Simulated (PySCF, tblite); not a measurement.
Dissociation curve of Li₂, singlet.

UMP2 = MP2 on UHF/cc-pVDZ (PySCF); CASSCF(2,2)/cc-pVDZ (PySCF); GFN2-xTB, 300 K electronic temperature (tblite).

Energies are in kJ/mol, each relative to the lowest point of its own curve near equilibrium.

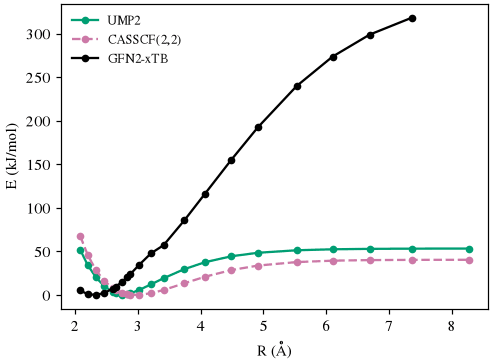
Energy against bond length for each method.

| R / Å | UMP2 | CASSCF(2,2) | GFN2-xTB |
|---|---|---|---|
| 2.08 | 52.0 | 67.7 | 5.1 |
| 2.20 | 34.4 | 46.1 | 0.9 |
| 2.33 | 20.3 | 28.6 | 0.0 |
| 2.46 | 10.4 | 16.3 | 2.1 |
| 2.60 | 3.4 | 7.6 | 7.1 |
| 2.65 | 1.8 | 5.4 | 9.5 |
| 2.74 | 0.0 | 2.6 | 14.5 |
| 2.83 | 0.6 | 0.8 | 20.3 |
| 2.88 | 1.7 | 0.3 | 23.8 |
| 3.02 | 5.7 | 0.0 | 34.5 |
| 3.21 | 12.1 | 1.9 | 47.8 |
| 3.41 | 19.1 | 5.6 | 57.1 |
| 3.74 | 29.6 | 13.3 | 85.5 |
| 4.07 | 37.5 | 20.9 | 116.2 |
| 4.49 | 44.3 | 28.5 | 155.2 |
| 4.91 | 48.3 | 33.6 | 192.3 |
| 5.53 | 51.2 | 37.7 | 239.8 |
| 6.10 | 52.3 | 39.3 | 273.5 |
| 6.69 | 52.8 | 39.9 | 298.7 |
| 7.37 | 53.1 | 40.2 | 318.4 |
| 8.27 | 53.2 | 40.3 | — |

At the longest distance, 8.27 Å, UMP2 lies highest above its minimum (53.2 kJ/mol) and CASSCF(2,2) lowest (40.3 kJ/mol).

A dash means that the run gave no value there, or that the column was ended at a point which the program doubted or which failed a test of continuity chosen for this set; such a test can also cut sound points.

The unrestricted determinant behind UMP2 is spin-contaminated at 2.08 to 8.27 Å (<S²> up to 1.0, against 0.00 for a pure singlet).
